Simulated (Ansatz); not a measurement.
# Σ3 (112) boundary in fcc Ag: structure and resistance, part 3 of 3

How much does the Σ3 (112) boundary in fcc Ag reflect electrons?

Ansatz 0.2.0; Ansatz plane-wave DFT, PBE, PAW files; relaxation of a bicrystal slab with its lowest layers held; PAW set soft_1 (the session's first sound run).

So far. Step 3 (Transmission across the boundary): Over the solved energies the transmission per spin lies between 2.00 and 2.01, out of 2.30 channels of the lead on average (up to 2.32). Step 4 (Specific resistance): Averaged over the energies near the Fermi level, 87.2 % of the channels pass, which makes 0.168 fΩ m².

## Step 5: Single-crystal slab for reference

This step: Ansatz plane-wave DFT, PBE, PAW files; relaxation of a single-crystal slab with its lowest layers held; PAW set soft_1 (Ansatz 0.2.0).

System of this step: Ag slab, plane (1, 1, 2). The cell holds 24 atoms: 24 Ag. Cell: a = 2.889 Å, b = 7.078 Å, c = 30.184 Å, α = 90.0°, β = 90.0°, γ = 90.0°. It derives from Ag. Vacuum lies along c.

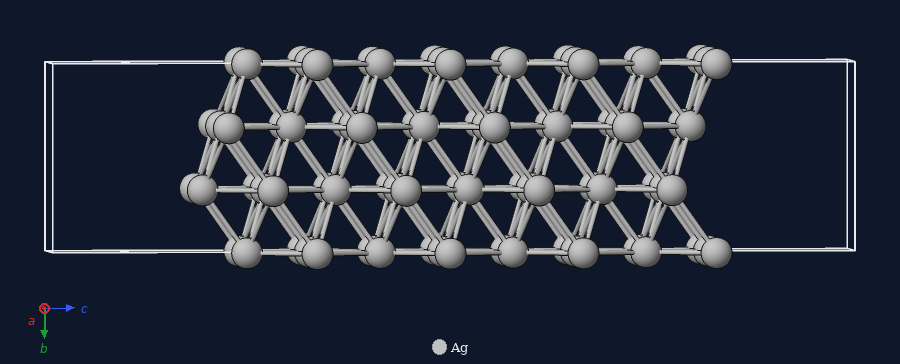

The cell of this step (silver light grey). 2×1×1 cells are drawn. Some periodic images of atoms are drawn too.

Contents of input.yaml:

```yaml
crystal:
  lattice:
    - [2.8893797293, 0.0, 0.0]
    - [0.0, 7.0775060099, 0.0]
    - [0.0, 0.0, 30.1841178906]
  atoms:
    - { symbol: Ag, position: [0.5000000004, 0.6666666668, 0.1656500289] }
    - { symbol: Ag, position: [4.0e-10, 0.3333333334, 0.1932835044] }
    - { symbol: Ag, position: [0.5000000004, 1.0e-10, 0.2209169799] }
    - { symbol: Ag, position: [3.0e-10, 0.6666666668, 0.2485504554] }
    - { symbol: Ag, position: [0.5000000003, 0.3333333334, 0.2761839309] }
    - { symbol: Ag, position: [3.0e-10, 1.0e-10, 0.3038174064] }
    - { symbol: Ag, position: [0.5000000003, 0.6666666667, 0.3314508819] }
    - { symbol: Ag, position: [3.0e-10, 0.3333333334, 0.3590843574] }
    - { symbol: Ag, position: [0.5000000003, 1.0e-10, 0.3867178329] }
    - { symbol: Ag, position: [2.0e-10, 0.6666666667, 0.4143513084] }
    - { symbol: Ag, position: [0.5000000002, 0.3333333334, 0.4419847839] }
    - { symbol: Ag, position: [2.0e-10, 1.0e-10, 0.4696182594] }
    - { symbol: Ag, position: [0.5000000002, 0.6666666667, 0.4972517349] }
    - { symbol: Ag, position: [2.0e-10, 0.3333333334, 0.5248852104] }
    - { symbol: Ag, position: [0.5000000002, 0.0, 0.5525186859] }
    - { symbol: Ag, position: [1.0e-10, 0.6666666667, 0.5801521614] }
    - { symbol: Ag, position: [0.5000000001, 0.3333333334, 0.6077856369] }
    - { symbol: Ag, position: [1.0e-10, 0.0, 0.6354191124] }
    - { symbol: Ag, position: [0.5000000001, 0.6666666667, 0.6630525879] }
    - { symbol: Ag, position: [1.0e-10, 0.3333333334, 0.6906860634] }
    - { symbol: Ag, position: [0.5000000001, 0.0, 0.7183195389] }
    - { symbol: Ag, position: [0.0, 0.6666666667, 0.7459530144] }
    - { symbol: Ag, position: [0.5, 0.3333333333, 0.7735864899] }
    - { symbol: Ag, position: [0.0, 0.0, 0.8012199654] }
kpoints:
  mp_grid: { grid: [8, 4, 1] }
hamiltonian:
  xc: pbe
  pseudopotentials: { kind: paw, azcp: { folder: soft_1 } }
scf:
  occupations: { method: fermi_dirac, width: 0.1 }
relax:
  f_tol: 0.03
  max_steps: 80
  constraints: [{ sites: [0, 1, 2, 3] }]
```

Started as:

```console
ansatz run input.yaml --threads 8 --pin off --max-ram 15360MiB --backend cpu --events-out ev --progress --plain --runs-dir out
```

Numbers of over 12 decimals in the logs are rounded to 6 here.

Output:

```text
Warning: crystal.symmetry: narrowed to the stabiliser of the relax constraints — unitary ops 4 → 2; lowered at sites 0, 1, 2, 3, 20, 21, 22, 23 (the operations that carried what is held of a site onto what its image site leaves free; the constrained walk keeps no symmetry that its constraints do not admit)
[...]
Crystal: 24 atoms, lattice volume = 617.253 Å³
Basis set: ecut = 420 eV, 12043 PW (Γ), exchange–correlation on 40×96×432 points (8 copies of the dense FFT grid, shifted against one another)
Bands: 274, of which v1, the nominal top of the filled ones, is band 228 counted from 1 (227 counted from 0)
Symmetry: 2 space group operations
k-points: 15 of 32 (time reversal used)
[...]
SCF iter   1: F=—  HF=-182177.845205 eV  |F-HF|=—  |Δ(HF+E_count)|=         —  Δρ=5.47e-2  dr2=2.08e1  ethr=3.10e-3  ⟨swp⟩=6.0  Hψ=14427  notcnv=0  defer=121
[...]
SCF iter   7: F=-182172.377951 eV  HF=-182172.377961 eV  |F-HF|=1.04e-5  |Δ(HF+E_count)|=   7.11e-6  Δρ=3.99e-5  dr2=1.66e-5  ethr=4.93e-9  ⟨swp⟩=3.0  Hψ=15481  notcnv=0
SCF 1 converged in 7 iterations: F = -182172.377951 eV  dr2 = 1.66e-5
[...]
relax step   1: F+E_penalty+E_count = -182172.37795100 eV  Δ(F+E_penalty+E_count) = +0.000e0 eV  max|allowed force component| = 3.023e-1 eV/Å  Δτ_max = 0.0000 Å  (7 SCF iters, dr2 threshold 2.25e-5 eV, accepted)
[...]
SCF iter   6: F=-182172.445496 eV  HF=-182172.445497 eV  |F-HF|=2.04e-7  |Δ(HF+E_count)|=   1.84e-6  Δρ=1.49e-5  dr2=1.22e-6  ethr=1.25e-9  ⟨swp⟩=5.0  Hψ=14043  notcnv=0
SCF 2 converged in 6 iterations: F = -182172.445496 eV  dr2 = 1.22e-6
[...]
relax step   2: F+E_penalty+E_count = -182172.44549634 eV  Δ(F+E_penalty+E_count) = -6.755e-2 eV  max|allowed force component| = 6.005e-2 eV/Å  Δτ_max = 0.1940 Å  (6 SCF iters, dr2 threshold 5.71e-6 eV, accepted)
SCF iter   1: F=—  HF=-182172.627638 eV  |F-HF|=—  |Δ(HF+E_count)|=         —  Δρ=7.42e-3  dr2=3.67e-1  ethr=7.01e-4  ⟨swp⟩=7.0  Hψ=10983  notcnv=0  defer=426
[...]
SCF iter   8: F=-182172.498102 eV  HF=-182172.498102 eV  |F-HF|=5.24e-10  |Δ(HF+E_count)|=   1.35e-7  Δρ=2.36e-6  dr2=3.28e-8  ethr=2.19e-11  ⟨swp⟩=4.9  Hψ=13722  notcnv=0
SCF 3 converged in 8 iterations: F = -182172.498102 eV  dr2 = 3.28e-8
relax step   3: F+E_penalty+E_count = -182172.49810232 eV  Δ(F+E_penalty+E_count) = -5.261e-2 eV  max|allowed force component| = 5.048e-2 eV/Å  Δτ_max = 0.1957 Å  (8 SCF iters, accepted)
[...]
relax step   4: F+E_penalty+E_count = -182172.51092882 eV  Δ(F+E_penalty+E_count) = -1.283e-2 eV  max|allowed force component| = 3.351e-2 eV/Å  Δτ_max = 0.1400 Å  (8 SCF iters, accepted)
[...]
relax step   5: F+E_penalty+E_count = -182172.51518961 eV  Δ(F+E_penalty+E_count) = -4.261e-3 eV  max|allowed force component| = 1.357e-2 eV/Å  Δτ_max = 0.0885 Å  (7 SCF iters, accepted)
[...]
relax step   6: F+E_penalty+E_count = -182172.51751267 eV  Δ(F+E_penalty+E_count) = -2.323e-3 eV  max|allowed force component| = 6.783e-3 eV/Å  Δτ_max = 0.0781 Å  (7 SCF iters, accepted)
SCF iter   1: F=—  HF=-182172.539375 eV  |F-HF|=—  |Δ(HF+E_count)|=         —  Δρ=2.91e-3  dr2=7.38e-2  ethr=1.42e-4  ⟨swp⟩=4.4  Hψ=8599  notcnv=0  defer=426
[...]
SCF iter   7: F=-182172.518934 eV  HF=-182172.518934 eV  |F-HF|=9.84e-9  |Δ(HF+E_count)|=   4.00e-8  Δρ=2.45e-6  dr2=4.45e-8  ethr=2.19e-11  ⟨swp⟩=3.2  Hψ=16828  notcnv=0
SCF 7 converged in 7 iterations: F = -182172.518934 eV  dr2 = 4.45e-8
relax step   7: F+E_penalty+E_count = -182172.51893436 eV  Δ(F+E_penalty+E_count) = -1.422e-3 eV  max|allowed force component| = 9.702e-3 eV/Å  Δτ_max = 0.0707 Å  (7 SCF iters, accepted)
SCF converged after 7 iterations
Free energy (F): -182172.518934 eV
[...]
Internal energy: -182172.302281 eV  (E = F + TS)
E sigma→0 (E₀):  -182172.410608 eV
Entropy (-TS):   -0.216653 eV (-9.027 meV/atom)
Fermi energy:    10.026175 eV
[...]
--- Forces (eV/Å), atoms counted from 1 ---
  atom   1  Ag    -0.00000000    -0.02193669     0.08263504
  atom   2  Ag    -0.00000000    -0.03443838    -0.03684349
  atom   3  Ag     0.00000000     0.07552599    -0.11374790
  atom   4  Ag     0.00000000    -0.00822202     0.09370866
  atom   5  Ag    -0.00000000     0.00055222     0.00195754
  atom   6  Ag    -0.00000000    -0.00005657    -0.00040692
  atom   7  Ag     0.00000000    -0.00004450     0.00125496
  atom   8  Ag     0.00000000    -0.00102785    -0.00090456
  atom   9  Ag    -0.00000000    -0.00077893    -0.00068714
  atom  10  Ag    -0.00000000    -0.00082008     0.00005625
  atom  11  Ag    -0.00000000    -0.00046923    -0.00065858
  atom  12  Ag    -0.00000000    -0.00073441    -0.00123910
  atom  13  Ag     0.00000000    -0.00035317    -0.00105251
  atom  14  Ag     0.00000000    -0.00016573    -0.00118190
  atom  15  Ag     0.00000000    -0.00036014    -0.00261591
  atom  16  Ag     0.00000000    -0.00074584    -0.00195181
  atom  17  Ag    -0.00000000    -0.00003443    -0.00182203
  atom  18  Ag    -0.00000000    -0.00205737    -0.00425916
  atom  19  Ag     0.00000000    -0.00270131     0.00003682
  atom  20  Ag     0.00000000    -0.00120908     0.00173324
  atom  21  Ag    -0.00000000     0.00291553    -0.00475949
  atom  22  Ag    -0.00000000     0.00080336    -0.00970166
  atom  23  Ag     0.00000000    -0.00152356    -0.00506336
  atom  24  Ag     0.00000000    -0.00208458     0.00553371
  max |Σ_I F_I| component: 3.32e-5 eV/Å
--- Relaxed structure (7 steps of the walk, 7 accepted, 0 SCFs on fresh bases) ---
  F+E_penalty+E_count = -182172.51893436 eV   max|allowed force component| = 9.702e-3 eV/Å
  atoms:
    - { symbol: Ag, position: [0.5, 0.666667, 0.1656500289] }
    - { symbol: Ag, position: [6.895030687372648e-19, 0.333333, 0.1932835044] }
    - { symbol: Ag, position: [0.5, 3.333333126482407e-11, 0.2209169799] }
    - { symbol: Ag, position: [6.895030687372648e-19, 0.666667, 0.2485504554] }
    - { symbol: Ag, position: [0.5, 0.326783, 0.278285] }
    - { symbol: Ag, position: [-2.0251132807378336e-18, -0.00998212, 0.306863] }
    - { symbol: Ag, position: [0.5, 0.653760, 0.334122] }
    - { symbol: Ag, position: [-3.3549989789536906e-18, 0.318461, 0.363455] }
    - { symbol: Ag, position: [0.5, -0.017307, 0.391885] }
    - { symbol: Ag, position: [-1.3371476901368603e-17, 0.647922, 0.419962] }
    - { symbol: Ag, position: [0.5, 0.312245, 0.448918] }
    - { symbol: Ag, position: [-1.464092646295523e-17, -0.023412, 0.477577] }
    - { symbol: Ag, position: [0.5, 0.641316, 0.505551] }
    - { symbol: Ag, position: [-1.577868340622324e-17, 0.305737, 0.534327] }
    - { symbol: Ag, position: [0.5, -0.030040, 0.563048] }
    - { symbol: Ag, position: [-7.925599049810222e-18, 0.634987, 0.591324] }
    - { symbol: Ag, position: [0.5, 0.299419, 0.619820] }
    - { symbol: Ag, position: [-9.15302292304137e-18, -0.036193, 0.648585] }
    - { symbol: Ag, position: [0.5, 0.626761, 0.676566] }
    - { symbol: Ag, position: [-1.0767940087334768e-17, 0.291202, 0.705087] }
    - { symbol: Ag, position: [0.5, -0.049794, 0.733208] }
    - { symbol: Ag, position: [-1.3087843362137439e-17, 0.616005, 0.763682] }
    - { symbol: Ag, position: [0.5, 0.285731, 0.790441] }
    - { symbol: Ag, position: [-1.2039768325496026e-17, -0.046808, 0.815611] }
```

The job ended after 2.3 min (8 threads of Intel Xeon at 2.60GHz (Ice Lake), shared host; peak memory 6.3 GiB; 18 min of CPU time).

Step by step:

| step | energy less that of the first step (eV) | largest force component (eV/Å) |
| --- | --- | --- |
| 1 | 0.0000 | 0.3023 |
| 2 | -0.0675 | 0.0601 |
| 3 | -0.1202 | 0.0505 |
| 4 | -0.1330 | 0.0335 |
| 5 | -0.1372 | 0.0136 |
| 6 | -0.1396 | 0.0068 |
| 7 | -0.1410 | 0.0097 |

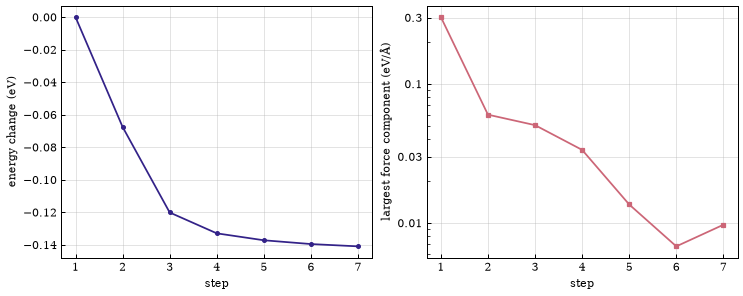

Energy and largest force along the relaxation.

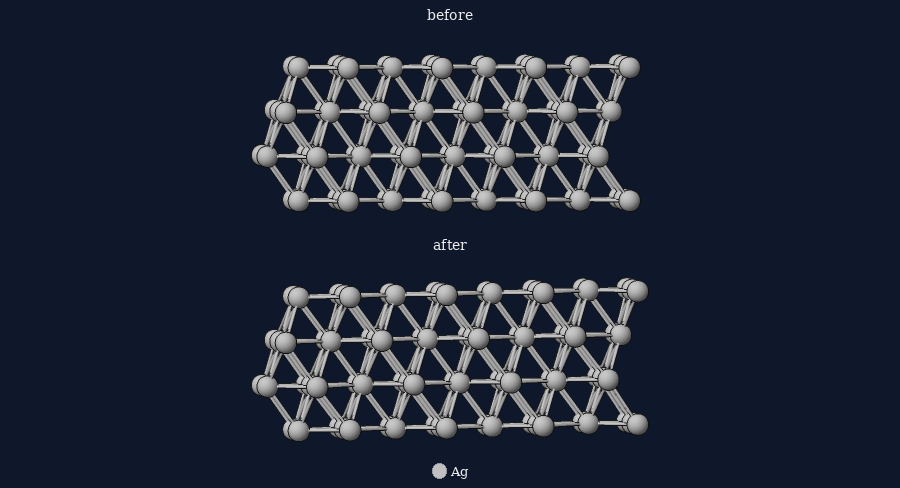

Before and after, at one scale.

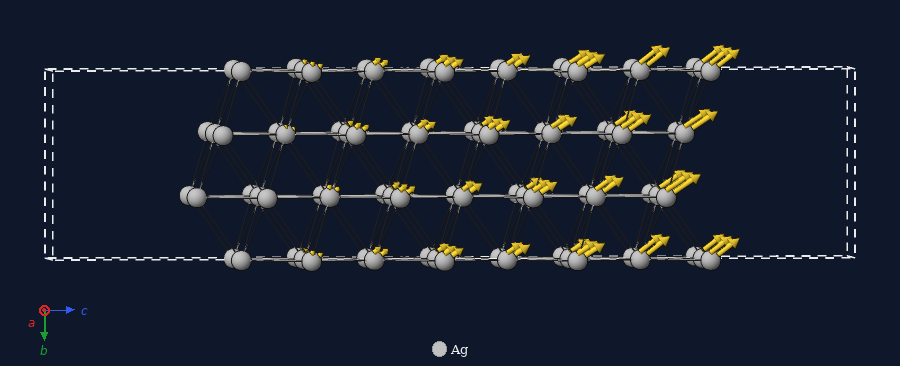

Displacements in the relaxation, exaggerated; the longest in the cell stands for 0.64 Å. 2×1×1 cells are drawn. Some periodic images of atoms are drawn too.

The atoms that moved most (Å):

| atom | dx | dy | dz | length |
| --- | --- | --- | --- | --- |
| Ag22 | 0.000 | -0.359 | 0.535 | 0.644 |
| Ag23 | 0.000 | -0.337 | 0.509 | 0.610 |
| Ag21 | 0.000 | -0.352 | 0.449 | 0.571 |
| Ag24 | 0.000 | -0.331 | 0.434 | 0.546 |
| Ag20 | 0.000 | -0.298 | 0.435 | 0.527 |
| Ag19 | 0.000 | -0.282 | 0.408 | 0.496 |
| Ag18 | 0.000 | -0.256 | 0.397 | 0.473 |
| Ag17 | 0.000 | -0.240 | 0.363 | 0.435 |

Final coordinates:

```xyz
24
Lattice="2.8894 0.0000 0.0000 0.0000 7.0775 0.0000 0.0000 0.0000 30.1841" Properties=species:S:1:pos:R:3
Ag    1.4447    4.7183    5.0000
Ag    0.0000    2.3592    5.8341
Ag    1.4447    0.0000    6.6682
Ag    0.0000    4.7183    7.5023
Ag    1.4447    2.3128    8.3998
Ag    0.0000   -0.0706    9.2624
Ag    1.4447    4.6270   10.0852
Ag    0.0000    2.2539   10.9706
Ag    1.4447   -0.1225   11.8287
Ag    0.0000    4.5857   12.6762
Ag    1.4447    2.2099   13.5502
Ag    0.0000   -0.1657   14.4152
Ag    1.4447    4.5389   15.2596
Ag    0.0000    2.1639   16.1282
Ag    1.4447   -0.2126   16.9951
Ag    0.0000    4.4941   17.8486
Ag    1.4447    2.1191   18.7087
Ag    0.0000   -0.2562   19.5770
Ag    1.4447    4.4359   20.4215
Ag    0.0000    2.0610   21.2824
Ag    1.4447   -0.3524   22.1312
Ag    0.0000    4.3598   23.0511
Ag    1.4447    2.0223   23.8588
Ag    0.0000   -0.3313   24.6185
```

Numbers from this step:

| Item | Value |
| --- | --- |
| free energy | -182172.5189 eV |
| energy at zero smearing | -182172.4106 eV |
| Fermi energy | 10.03 eV |

The largest force component on a free atom ends at 0.0097 eV/Å, under the tolerance of 0.03, after 7 steps.

## Step 6: Bulk reference

This step: Ansatz plane-wave DFT, PBE, PAW files; bulk reference; PAW set soft_1 (Ansatz 0.2.0).

System of this step: Ag. The structure is cubic, space group Fm-3m (No. 225). Conventional cell: a = 4.086 Å, b = 4.086 Å, c = 4.086 Å, α = 90.00°, β = 90.00°, γ = 90.00°. Nearest to Ag lie 12 Ag at 2.89 Å.

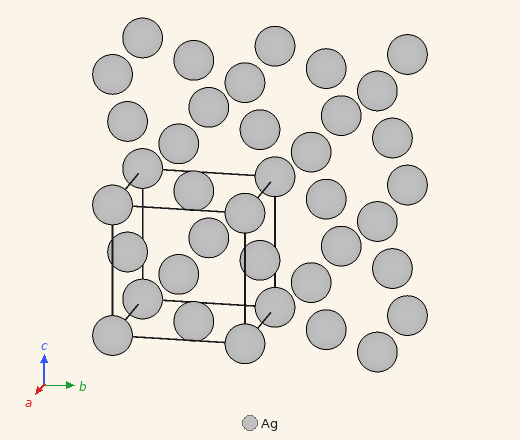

The cell of this step (silver light grey). 1×2×2 conventional cells are drawn. Some periodic images of atoms are drawn too.

input.yaml, the sections that differ from step 5:

```yaml
crystal:
  lattice:
    - [0.0, 2.0431, 2.0431]
    - [2.0431, 0.0, 2.0431]
    - [2.0431, 2.0431, 0.0]
  atoms:
    - { symbol: Ag, position: [0.0, 0.0, 0.0] }
kpoints:
  mp_grid: { grid: [18, 18, 18] }
# hamiltonian, scf: as in step 5
# relax: removed
```

Output:

```text
[...]
Crystal: 1 atoms, lattice volume = 17.057 Å³
Basis set: ecut = 420 eV, 331 PW (Γ)
Bands: 14, of which v1, the nominal top of the filled ones, is band 10 counted from 1 (9 counted from 0)
Symmetry: 48 space group operations
[...]
k-points: 195 of 5832
[...]
SCF iter   1: F=—  HF=-7590.851917 eV  |F-HF|=—  |Δ(HF+E_count)|=         —  Δρ=6.99e-2  dr2=8.91e-1  ethr=3.10e-3  ⟨swp⟩=4.8  Hψ=13598  notcnv=0
[...]
SCF iter   6: F=-7590.609256 eV  HF=-7590.609256 eV  |F-HF|=2.22e-9  |Δ(HF+E_count)|=   1.52e-7  Δρ=5.85e-6  dr2=5.76e-9  ethr=4.40e-10  ⟨swp⟩=1.0  Hψ=7318  notcnv=0
SCF 1 converged in 6 iterations: F = -7590.609256 eV  dr2 = 5.76e-9
[...]
SCF converged after 6 iterations
Free energy (F): -7590.609256 eV
[...]
Internal energy: -7590.601829 eV  (E = F + TS)
E sigma→0 (E₀):  -7590.605543 eV
Entropy (-TS):   -0.007428 eV (-7.428 meV/atom)
Fermi energy:    17.239152 eV
[...]
```

The job ended after 0.38 s (8 threads; peak memory 0.36 GiB).

This step gave:

```
free energy             : -7590.6093 eV
energy at zero smearing : -7590.6055 eV
Fermi energy            : 17.24 eV
```

## Step 7: Boundary energy

This step: Ansatz plane-wave DFT, PBE, PAW files; bicrystal less single-crystal slab less bulk atoms, a boundary area; PAW set soft_1 (Ansatz 0.2.0).

This step gave:

```yaml
excess_energy_of_the_cell: 0.4877 eV
boundary_energy: 0.3821 J/m²
```

The boundary costs 0.38 J/m².

By hand: 0.488 eV / 20.45 Å² × 16.02 = 0.382 J/m².

## Step 8: What came out

```yaml
specific_resistance_of_the_boundary: 0.168 fΩ m²
share_of_channels_that_pass: 0.872
boundary_energy: 0.382 J/m²
```

What this shows: The boundary has a specific resistance of 0.17 fΩ m² and an energy of 0.38 J/m². The boundary reflects 13 % of the channels; 0.17 fΩ m² is 1.7×10⁻¹² Ω·cm². That equals the resistance of 10 nm of bulk Ag at 300 K (measured 1.629 µΩ cm, CRC Handbook of Chemistry and Physics, 84th ed., 2003, Electrical Resistivity of Pure Metals). In the relaxation the upper grain slid sideways by about 1.6 Å, so the result belongs to the position that it found, not to the starting one. One starting structure was relaxed; another shift or atom count at the boundary may lie lower.

[Logs are printed without paths, hosts, clocks, repeated set-up lines and the standing remarks that a program may print on its own settings, such as how far it seeks lower states.]

[Hosts, paths, dates, database ids (printed as entryN), source tags and the programs' standing remarks are cut or masked in the printed files.]
